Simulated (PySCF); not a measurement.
## Geometry relaxation, with input and output: SiAsH$_{5}$

System: SiAsH$_{5}$.
Method: PBE0/def2-TZVP, RKS, dispersion D4 (PySCF 2.14.0).

The geometry: force field.

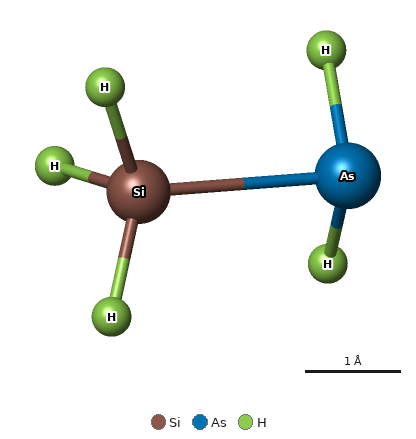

**Figure 1.** The structure as given in the input (ball-and-stick view, seen at a tilt).

## Key numbers

```csv
quantity,value
outcome,converged
total energy,−2527.979980 hartree
dispersion energy,−0.003863 hartree
basis functions,115
HOMO,−7.55 eV
LUMO,0.18 eV
dipole moment,0.40 D
hardware,"1 thread of Intel Xeon @ 2.50GHz (Skylake/Cascade Lake), 96 GiB of memory available, shared host"
wall time,91 s
peak memory,1.1 GiB
```

## Input (job.py)
```python
from pyscf import gto, dft
from pyscf.geomopt.geometric_solver import kernel as optimise

mol = gto.Mole()
mol.atom = 'mol.xyz'
mol.charge = 0
mol.basis = 'def2-tzvp'
mol.verbose = 3
mol.max_memory = 1860
mol.build()

myscf = dft.RKS(mol, xc='pbe0')
myscf = myscf.density_fit(auxbasis='def2-universal-jkfit')
myscf.max_cycle = 100
myscf.disp = 'd4'
myscf.conv_tol = 1e-09
myscf.grids.level = 4
converged, mol_eq = optimise(myscf, maxsteps=100)
print('converged:', converged)
print(mol_eq.tostring())

myscf.reset(mol_eq)
mol = mol_eq
myscf.kernel()
energy = myscf.e_tot
print('E = %.10f Eh' % energy)
```

## File mol.xyz
```
7
AsH5Si
Si    -0.551500    -0.541900    -0.371000
As     0.919900     0.208900     1.217000
H     -1.972100    -0.577100     0.204500
H     -0.129600    -1.810900    -0.886900
H     -0.617600     0.455500    -1.514400
H      0.374900     1.691200     1.168900
H      2.037200     0.506400     0.136200
```

Run as:
```bash
OMP_NUM_THREADS=1 python job.py
```

## Log
```
[file] SyntaxWarning: invalid escape sequence '\W'
  S = {(paw_set(r)[0], bool(re.search(r"spin_orbit\W+true|paw_fr", str((r.get("files") or {}).get("input") or "")) or re.search("(?i)spin.orbit\W+(value\W+)?(true|yes)|value\W+spin-orbit", json.dumps(r.get("inputs"), default=str)))) for r in records}

#|     Arguments passed to driver run_optimizer():      |#
customengine              <pyscf.geomopt.geometric_solver.PySCFEngine object>
maxiter                   100
----------------------------------------------------------
Custom engine selected.
Bonds will be generated from interatomic distances less than 1.20 times sum of covalent radii
21 internal coordinates being used (instead of 21 Cartesians)
Internal coordinate system (atoms numbered from 1):
Distance 1-2
Distance 1-3
Distance 1-4
Distance 1-5
Distance 2-6
Distance 2-7
Angle 2-1-3
Angle 2-1-4
Angle 2-1-5
Angle 3-1-4
Angle 3-1-5
Angle 4-1-5
Angle 1-2-6
Angle 1-2-7
Angle 6-2-7
Dihedral 3-1-2-6
Dihedral 3-1-2-7
Dihedral 4-1-2-6
Dihedral 4-1-2-7
Dihedral 5-1-2-6
Dihedral 5-1-2-7
Translation-X 1-7
Translation-Y 1-7
Translation-Z 1-7
Rotation-A 1-7
Rotation-B 1-7
Rotation-C 1-7
<class 'geometric.internal.Distance'> : 6
<class 'geometric.internal.Angle'> : 9
<class 'geometric.internal.Dihedral'> : 6
<class 'geometric.internal.TranslationX'> : 1
<class 'geometric.internal.TranslationY'> : 1
<class 'geometric.internal.TranslationZ'> : 1
<class 'geometric.internal.RotationA'> : 1
<class 'geometric.internal.RotationB'> : 1
<class 'geometric.internal.RotationC'> : 1
> ===== Optimization Info: ====
> Job type: Energy minimization
> Maximum number of optimization cycles: 100
> Initial / maximum trust radius (Angstrom): 0.100 / 0.300
> Convergence Criteria:
> Will converge when all 5 criteria are reached:
>  |Delta-E| < 1.00e-06
>  RMS-Grad  < 3.00e-04
>  Max-Grad  < 4.50e-04
>  RMS-Disp  < 1.20e-03
>  Max-Disp  < 1.80e-03
> === End Optimization Info ===

Geometry optimization cycle 1
Cartesian coordinates (Angstrom)
 Atom        New coordinates             dX        dY        dZ
  Si  -0.551500  -0.541900  -0.371000    0.000000  0.000000  0.000000
  As   0.919900   0.208900   1.217000    0.000000  0.000000  0.000000
   H  -1.972100  -0.577100   0.204500    0.000000  0.000000  0.000000
   H  -0.129600  -1.810900  -0.886900    0.000000  0.000000  0.000000
   H  -0.617600   0.455500  -1.514400    0.000000 -0.000000  0.000000
   H   0.374900   1.691200   1.168900    0.000000  0.000000  0.000000
   H   2.037200   0.506400   0.136200    0.000000  0.000000  0.000000

WARN: Mole.unit (angstrom) is changed to Bohr

converged SCF energy = -2527.97364245399
--------------- DFRKS_Scanner gradients ---------------
         x                y                z
0 Si     0.0305914483    -0.0287151958     0.0116276913
1 As    -0.0196421888    -0.0229741928    -0.0037633423
2 H    -0.0143534030     0.0036173154     0.0035272000
3 H    -0.0044236966     0.0189463538     0.0051135865
4 H    -0.0004008201     0.0084037073    -0.0055129599
5 H    -0.0054549003     0.0174424382     0.0010209553
6 H     0.0136864135     0.0032703973    -0.0120104874
----------------------------------------------
cycle 1: E = -2527.97364245  dE = -2527.97  norm(grad) = 0.0651007
Step    0 : Gradient = 2.461e-02/4.354e-02 (rms/max) Energy = -2527.9736424540
Hessian Eigenvalues: 2.30000e-02 5.00000e-02 5.00000e-02 ... 1.60000e-01 1.60651e-01 2.01671e-01

Geometry optimization cycle 2
Cartesian coordinates (Angstrom)
 Atom        New coordinates             dX        dY        dZ
  Si  -0.571005  -0.499915  -0.400453   -0.019505  0.041985 -0.029453
  As   0.949683   0.241158   1.239398    0.029783  0.032258  0.022398
   H  -1.924582  -0.579373   0.201348    0.047518 -0.002273 -0.003152
   H  -0.145540  -1.836085  -0.891058   -0.015940 -0.025185 -0.004158
   H  -0.666262   0.432008  -1.555043   -0.048662 -0.023492 -0.040643
   H   0.415499   1.651750   1.166735    0.040599 -0.039450 -0.002165
   H   2.003195   0.523236   0.193176   -0.034005  0.016836  0.056976
converged SCF energy = -2527.97971502833
--------------- DFRKS_Scanner gradients ---------------
         x                y                z
0 Si     0.0017947554    -0.0025873162     0.0032108245
1 As    -0.0000330167     0.0047639648    -0.0041960918
2 H     0.0004098615     0.0018773600    -0.0014402142
3 H     0.0003944076     0.0003693390    -0.0007202220
4 H    -0.0010795921     0.0004866667     0.0004625250
5 H     0.0016399237    -0.0041403495     0.0001064487
6 H    -0.0031215280    -0.0007781678     0.0025736702
----------------------------------------------
cycle 2: E = -2527.97971503  dE = -0.00607257  norm(grad) = 0.0102732
Step    1 : Displace = 5.488e-02/6.841e-02 (rms/max) Trust = 1.000e-01 (=) Grad = 3.883e-03/6.349e-03 (rms/max) E (change) = -2527.9797150283 (-6.073e-03) Quality = 0.969
Hessian Eigenvalues: 2.30001e-02 5.00000e-02 5.00000e-02 ... 1.60325e-01 1.70337e-01 2.02531e-01

Geometry optimization cycle 3
Cartesian coordinates (Angstrom)
 Atom        New coordinates             dX        dY        dZ
  Si  -0.578051  -0.492871  -0.409053   -0.007046  0.007044 -0.008600
  As   0.949866   0.237120   1.242079    0.000183 -0.004038  0.002681
   H  -1.925852  -0.592533   0.207106   -0.001271 -0.013161  0.005758
   H  -0.152906  -1.835440  -0.887250   -0.007366  0.000645  0.003807
   H  -0.667418   0.430119  -1.569895   -0.001155 -0.001889 -0.014852
   H   0.414846   1.662727   1.175670   -0.000653  0.010977  0.008935
   H   2.020156   0.524280   0.195657    0.016961  0.001044  0.002481
converged SCF energy = -2527.97995205428
--------------- DFRKS_Scanner gradients ---------------
         x                y                z
0 Si     0.0002320059    -0.0006849778     0.0008863423
1 As    -0.0000666978    -0.0002656170     0.0002708325
2 H     0.0000509217     0.0007330179    -0.0006022559
3 H     0.0002879788    -0.0002589717    -0.0004112465
4 H    -0.0004865123     0.0001325854     0.0002677444
5 H    -0.0003194794     0.0003989777    -0.0000404428
6 H     0.0003070786    -0.0000630448    -0.0003762435
----------------------------------------------
cycle 3: E = -2527.97995205  dE = -0.000237026  norm(grad) = 0.0018728
Step    2 : Displace = 1.307e-02/1.721e-02 (rms/max) Trust = 1.414e-01 (+) Grad = 7.079e-04/1.144e-03 (rms/max) E (change) = -2527.9799520543 (-2.370e-04) Quality = 1.101
Hessian Eigenvalues: 2.29960e-02 4.99957e-02 5.00000e-02 ... 1.60523e-01 1.96994e-01 2.01012e-01

Geometry optimization cycle 4
Cartesian coordinates (Angstrom)
 Atom        New coordinates             dX        dY        dZ
  Si  -0.580772  -0.488697  -0.413509   -0.002721  0.004174 -0.004456
  As   0.948485   0.236403   1.241081   -0.001381 -0.000718 -0.000998
   H  -1.925086  -0.599116   0.211508    0.000766 -0.006583  0.004402
   H  -0.155948  -1.833266  -0.883473   -0.003042  0.002174  0.003778
   H  -0.666165   0.429186  -1.578824    0.001253 -0.000933 -0.008929
   H   0.418792   1.663224   1.179052    0.003946  0.000496  0.003382
   H   2.020857   0.526406   0.198939    0.000701  0.002126  0.003281
converged SCF energy = -2527.97997759732
--------------- DFRKS_Scanner gradients ---------------
         x                y                z
0 Si     0.0000390603    -0.0001869331    -0.0001430361
1 As     0.0002396907    -0.0000604350     0.0004032372
2 H    -0.0001650428     0.0000993468    -0.0000193579
3 H     0.0000505013    -0.0000424300    -0.0000457728
4 H    -0.0001009044     0.0000919591     0.0000153072
5 H    -0.0001289959     0.0001095430    -0.0000913856
6 H     0.0000711306    -0.0000186627    -0.0001250473
----------------------------------------------
cycle 4: E = -2527.9799776  dE = -2.5543e-05  norm(grad) = 0.000633617
Step    3 : Displace = 6.147e-03/9.014e-03 (rms/max) Trust = 2.000e-01 (+) Grad = 2.395e-04/4.730e-04 (rms/max) E (change) = -2527.9799775973 (-2.554e-05) Quality = 1.159
Hessian Eigenvalues: 2.28866e-02 4.85329e-02 5.00000e-02 ... 1.65771e-01 1.91397e-01 2.01212e-01

Geometry optimization cycle 5
Cartesian coordinates (Angstrom)
 Atom        New coordinates             dX        dY        dZ
  Si  -0.581489  -0.487793  -0.414424   -0.000717  0.000904 -0.000915
  As   0.947229   0.236318   1.239954   -0.001257 -0.000085 -0.001127
   H  -1.924397  -0.600287   0.212187    0.000689 -0.001171  0.000679
   H  -0.156823  -1.832894  -0.882331   -0.000875  0.000372  0.001142
   H  -0.665713   0.428101  -1.581110    0.000452 -0.001085 -0.002286
   H   0.420331   1.663861   1.181441    0.001539  0.000637  0.002389
   H   2.020516   0.527554   0.199618   -0.000341  0.001148  0.000679
converged SCF energy = -2527.97997963282
--------------- DFRKS_Scanner gradients ---------------
         x                y                z
0 Si    -0.0000755804    -0.0000521438    -0.0001342754
1 As     0.0000861414     0.0000154783     0.0001661947
2 H     0.0000190651    -0.0000194411     0.0000045179
3 H    -0.0000215818     0.0000161967     0.0000071926
4 H     0.0000086811     0.0000243776     0.0000300950
5 H    -0.0000083018     0.0000100794    -0.0000490464
6 H    -0.0000029529    -0.0000021004    -0.0000308432
----------------------------------------------
cycle 5: E = -2527.97997963  dE = -2.0355e-06  norm(grad) = 0.000261533
Step    4 : Displace = 1.935e-03/2.990e-03 (rms/max) Trust = 2.828e-01 (+) Grad = 9.885e-05/1.878e-04 (rms/max) E (change) = -2527.9799796328 (-2.036e-06) Quality = 1.178
Hessian Eigenvalues: 2.16499e-02 4.74840e-02 5.00000e-02 ... 1.67316e-01 1.94427e-01 2.03107e-01

Geometry optimization cycle 6
Cartesian coordinates (Angstrom)
 Atom        New coordinates             dX        dY        dZ
  Si  -0.581621  -0.487532  -0.414527   -0.000132  0.000261 -0.000103
  As   0.946818   0.236328   1.239400   -0.000410  0.000010 -0.000553
   H  -1.924514  -0.600021   0.212216   -0.000117  0.000266  0.000029
   H  -0.156758  -1.832848  -0.881750    0.000066  0.000046  0.000580
   H  -0.665818   0.427406  -1.581997   -0.000105 -0.000694 -0.000887
   H   0.420506   1.664047   1.182807    0.000175  0.000186  0.001366
   H   2.020493   0.528236   0.199799   -0.000024  0.000682  0.000181
converged SCF energy = -2527.97997993065
--------------- DFRKS_Scanner gradients ---------------
         x                y                z
0 Si    -0.0000165155    -0.0000130430    -0.0000415293
1 As     0.0000024914     0.0000216737     0.0000280086
2 H     0.0000077845    -0.0000293875     0.0000155199
3 H    -0.0000169175     0.0000122035    -0.0000002167
4 H     0.0000192929     0.0000149807     0.0000138409
5 H     0.0000173688    -0.0000083671    -0.0000205328
6 H    -0.0000080301    -0.0000056337    -0.0000012748
----------------------------------------------
cycle 6: E = -2527.97997993  dE = -2.97831e-07  norm(grad) = 8.19e-05
```

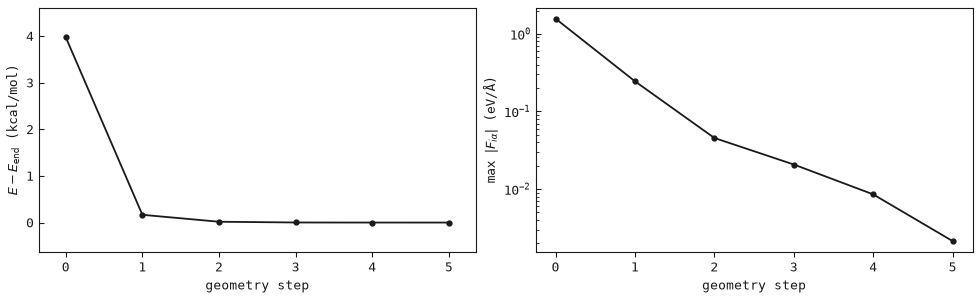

**Figure 2.** Progress of the relaxation, step by step (steps are counted from 0).

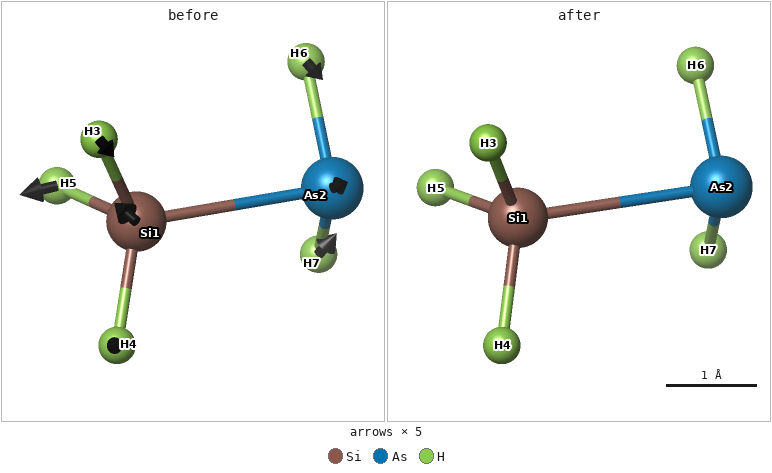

**Figure 3.** Before (left) and after (right) the relaxation, at one scale (ball-and-stick view, seen at a tilt). The black arrows give the displacements, magnified 5 times. The energy falls by 3.98 kcal/mol in 5 geometry steps. Largest force component: 1.6 eV/Å at the start, 0.0021 eV/Å at the end. The atom that moves furthest after the best rigid fit is H5 (0.088 Å). By element the largest moves are H 0.088 Å, Si 0.076 Å, As 0.044 Å. Among the contacts that change: Si1–As2 2.291 → 2.365 Å, As2–H6 1.580 → 1.523 Å, Si1–H4 1.433 → 1.486 Å, Si1–H3 1.533 → 1.486 Å. Among the angles that change: H3–Si1–H5 104.9° → 109.1°, H3–Si1–H4 112.8° → 108.8°, As2–Si1–H5 109.5° → 113.4°. (Atoms are counted from 1 in the order of the input.)

```
Step    5 : Displace = 7.913e-04/1.390e-03 (rms/max) Trust = 3.000e-01 (+) Grad = 3.096e-05/4.656e-05 (rms/max) E (change) = -2527.9799799307 (-2.978e-07) Quality = 1.320
Hessian Eigenvalues: 2.16499e-02 4.74840e-02 5.00000e-02 ... 1.67316e-01 1.94427e-01 2.03107e-01
Converged! =D

converged: True
Si         -0.58162080       -0.48753240       -0.41452687
As          0.94681842        0.23632790        1.23940020
H          -1.92451423       -0.60002130        0.21221601
H          -0.15675762       -1.83284770       -0.88175020
H          -0.66581778        0.42740628       -1.58199726
H           0.42050627        1.66404712        1.18280723
H           2.02049285        0.52823633        0.19979880
converged SCF energy = -2527.97997993066
E = -2527.9799799307 Eh
```

## Trajectory as extended XYZ (Å, eV, eV/Å), 6 frames, from step=0 to step=5
```
7
Properties=species:S:1:pos:R:3:forces:R:3 step=0 energy=-68789.66720
Si   -0.5515   -0.5419   -0.3710   -1.5731   1.4766  -0.5979
As    0.9199    0.2089    1.2170    1.0100   1.1814   0.1935
H    -1.9721   -0.5771    0.2045    0.7381  -0.1860  -0.1814
H    -0.1296   -1.8109   -0.8869    0.2275  -0.9743  -0.2630
H    -0.6176    0.4555   -1.5144    0.0206  -0.4321   0.2835
H     0.3749    1.6912    1.1689    0.2805  -0.8969  -0.0525
H     2.0372    0.5064    0.1362   -0.7038  -0.1682   0.6176
7
Properties=species:S:1:pos:R:3:forces:R:3 step=1 energy=-68789.83245
Si   -0.5710   -0.4999   -0.4005   -0.0923   0.1330  -0.1651
As    0.9497    0.2412    1.2394    0.0017  -0.2450   0.2158
H    -1.9246   -0.5794    0.2013   -0.0211  -0.0965   0.0741
H    -0.1455   -1.8361   -0.8911   -0.0203  -0.0190   0.0370
H    -0.6663    0.4320   -1.5550    0.0555  -0.0250  -0.0238
H     0.4155    1.6518    1.1667   -0.0843   0.2129  -0.0055
H     2.0032    0.5232    0.1932    0.1605   0.0400  -0.1323
7
Properties=species:S:1:pos:R:3:forces:R:3 step=2 energy=-68789.83890
Si   -0.5781   -0.4929   -0.4091   -0.0119   0.0352  -0.0456
As    0.9499    0.2371    1.2421    0.0034   0.0137  -0.0139
H    -1.9259   -0.5925    0.2071   -0.0026  -0.0377   0.0310
H    -0.1529   -1.8354   -0.8872   -0.0148   0.0133   0.0211
H    -0.6674    0.4301   -1.5699    0.0250  -0.0068  -0.0138
H     0.4148    1.6627    1.1757    0.0164  -0.0205   0.0021
H     2.0202    0.5243    0.1957   -0.0158   0.0032   0.0193
7
Properties=species:S:1:pos:R:3:forces:R:3 step=3 energy=-68789.83959
Si   -0.5808   -0.4887   -0.4135   -0.0020   0.0096   0.0074
As    0.9485    0.2364    1.2411   -0.0123   0.0031  -0.0207
H    -1.9251   -0.5991    0.2115    0.0085  -0.0051   0.0010
H    -0.1559   -1.8333   -0.8835   -0.0026   0.0022   0.0024
H    -0.6662    0.4292   -1.5788    0.0052  -0.0047  -0.0008
H     0.4188    1.6632    1.1791    0.0066  -0.0056   0.0047
H     2.0209    0.5264    0.1989   -0.0037   0.0010   0.0064
7
Properties=species:S:1:pos:R:3:forces:R:3 step=4 energy=-68789.83965
Si   -0.5815   -0.4878   -0.4144    0.0039   0.0027   0.0069
As    0.9472    0.2363    1.2400   -0.0044  -0.0008  -0.0085
H    -1.9244   -0.6003    0.2122   -0.0010   0.0010  -0.0002
H    -0.1568   -1.8329   -0.8823    0.0011  -0.0008  -0.0004
H    -0.6657    0.4281   -1.5811   -0.0004  -0.0013  -0.0015
H     0.4203    1.6639    1.1814    0.0004  -0.0005   0.0025
H     2.0205    0.5276    0.1996    0.0002   0.0001   0.0016
7
Properties=species:S:1:pos:R:3:forces:R:3 step=5 energy=-68789.83966
Si   -0.5816   -0.4875   -0.4145    0.0008   0.0007   0.0021
As    0.9468    0.2363    1.2394   -0.0001  -0.0011  -0.0014
H    -1.9245   -0.6000    0.2122   -0.0004   0.0015  -0.0008
H    -0.1568   -1.8328   -0.8818    0.0009  -0.0006   0.0000
H    -0.6658    0.4274   -1.5820   -0.0010  -0.0008  -0.0007
H     0.4205    1.6640    1.1828   -0.0009   0.0004   0.0011
H     2.0205    0.5282    0.1998    0.0004   0.0003   0.0001
```

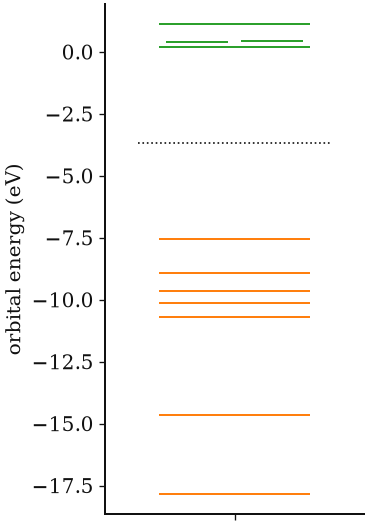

**Figure 4.** Orbital energies near the frontier; the dotted line parts filled from empty levels, and levels within 0.02 eV of each other stand side by side. Highest filled −7.55 eV, lowest empty 0.18 eV, 7.73 eV apart.
